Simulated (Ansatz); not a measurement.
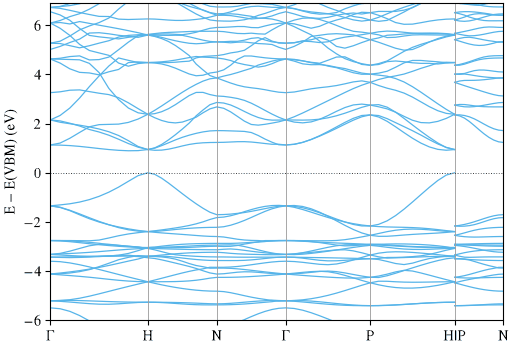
*Band structure from the program Ansatz at the LDA level (PAW)*

Question: Read off the gap and where the band edges lie.

Answer: About 0.9 eV (0.89 eV by a search for the band edges); maximum at H, minimum on the Γ–H line, 83 % of the way from Γ.

The material is K2Sn2O3 in space group I2_13 (No. 199; K on 8a, Sn on 8a, O on 12b).

The first step of the workflow began from a Materials Project structure, measured or hypothetical; the Crystallography Open Database copy checked does not list it. COD files the formula under space group No. 166, so this cell is another polymorph or a model. Its standing as an ambient phase is unchecked. Symmetry was held in the LDA relaxation; whether a distortion lowers the energy is not shown. Spin–orbit coupling is left out wherever it is not named.

Potentials: the later of the program's two PAW sets.
